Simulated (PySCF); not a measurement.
Be(H)(Me), SMILES [BeH][CH3] at its CAM-B3LYP/def2-SVP optimised geometry (Å):

```
6

Be    -0.3799     0.0782     0.0000
H     -1.7114     0.0779    -0.0001
C      1.2928     0.0782     0.0000
H      1.7114     0.8748    -0.6403
H      1.7109    -0.8748    -0.3700
H      1.7114     0.2340     1.0102
```

Computed with CAM-B3LYP/def2-TZVP in PySCF. Cells within 0.4 Å of a nucleus heavier than hydrogen are left out (blank, or x).

Map of the log10 of the electron density (e/bohr³), floored at −4 on the plane z = 0.0 Å:

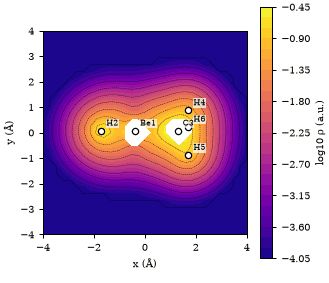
Figure: Log10 of the electron density (e/bohr³), floored at −4 on the plane z = 0.0 Å.
